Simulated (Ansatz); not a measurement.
# C$_{3}$H$_{7}$GeP (SMILES CC#[C][GeH2][PH2]): what the fields show

Input file:

```
crystal:
  periodic: [false, false, false]
  atoms:
    - { symbol: C, position_ang: [2.6171, 0.6572, -0.1209] }
    - { symbol: C, position_ang: [1.2735, 0.1441, 0.1463] }
    - { symbol: C, position_ang: [0.1664, -0.2783, 0.366] }
    - { symbol: Ge, position_ang: [-1.574, -0.9399, 0.7087] }
    - { symbol: P, position_ang: [-3.0442, 0.0076, -0.761] }
    - { symbol: H, position_ang: [2.6028, 1.2661, -1.0482] }
    - { symbol: H, position_ang: [2.9485, 1.2873, 0.73] }
    - { symbol: H, position_ang: [3.3192, -0.1924, -0.2472] }
    - { symbol: H, position_ang: [-1.5851, -2.4796, 0.5312] }
    - { symbol: H, position_ang: [-1.9871, -0.5795, 2.1584] }
    - { symbol: H, position_ang: [-2.1995, -0.245, -1.9156] }
    - { symbol: H, position_ang: [-2.5375, 1.3523, -0.5477] }
basis:
  gaussian:
    orbitals: def2-SVP
hamiltonian:
  xc: hse06
output:
  orbitals: {}
  forces: true
```

Command:

```sh
python methods_c3h7gep.py
```

Not at a stationary point (largest force 1.8 eV/Å).

Computed with SCF HSE06, Gaussian basis (Ansatz).

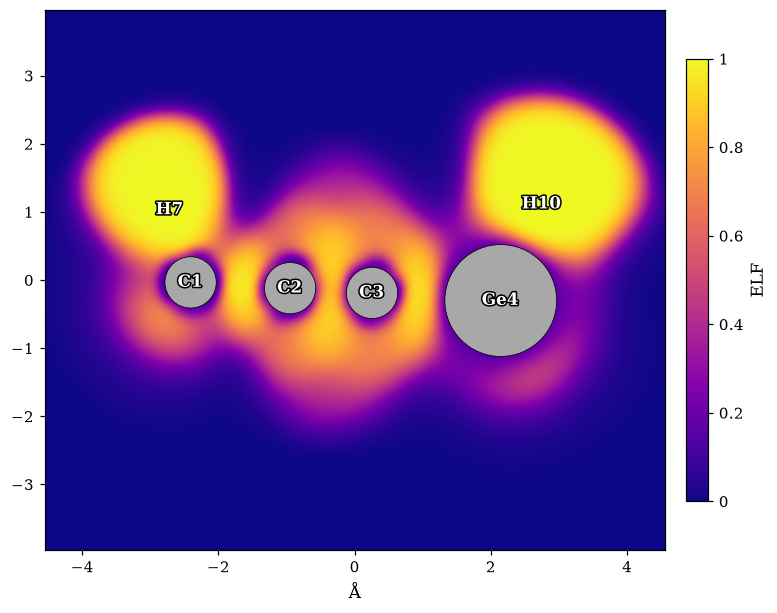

Figure 1. ELF on the plane of atoms C2, C1 and H7. Grey discs cover the atomic cores.

### Describe what can be read from this map.

- Atoms in the plane: C, Ge and H.
- C–C (1.21 Å): the ELF peaks at about 0.85 between the atoms: a multiple bond.
- C–Ge (1.89 Å): the ELF peaks at about 0.95 in the valence shell of C, 0.7 Å from its nucleus, and is about 0.60 at the midpoint.
- C–H (1.11 Å): the ELF climbs to about 1 towards the hydrogen, as it does in any bond to H: a covalent bond by its length.
- Ge–H (1.55 Å): the ELF climbs to about 1 towards the hydrogen.

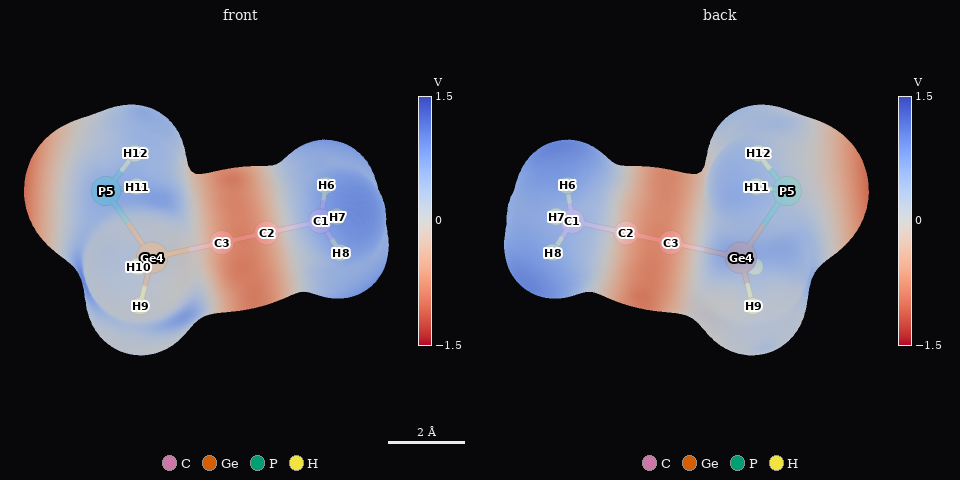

Figure 2. The electrostatic potential painted on the density surface at 0.002 e/bohr³, seen from the front and from behind; red is negative and blue positive.

### Where is the surface potential most negative and most positive?

The most negative region (about −1.0 V, or −23 kcal/mol for a unit charge) lies over P5, the most positive (about +1.0 V, or +23 kcal/mol for a unit charge) over Ge4, H6, H7 and H8.

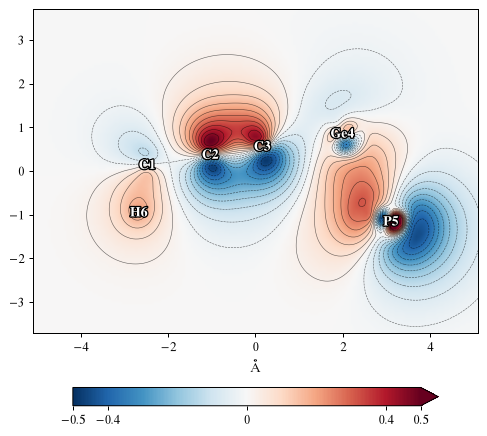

Figure 3. The HOMO on the plane of atoms C3, Ge4 and P5 (values in Å⁻³ᐟ²; the overall sign is arbitrary).

### Describe this orbital and give its energy.

It lies mainly on P5 (about 45 %), C2 (about 15 %), C3 (about 15 %) and Ge4 (about 10 %). Its energy is −6.71 eV.
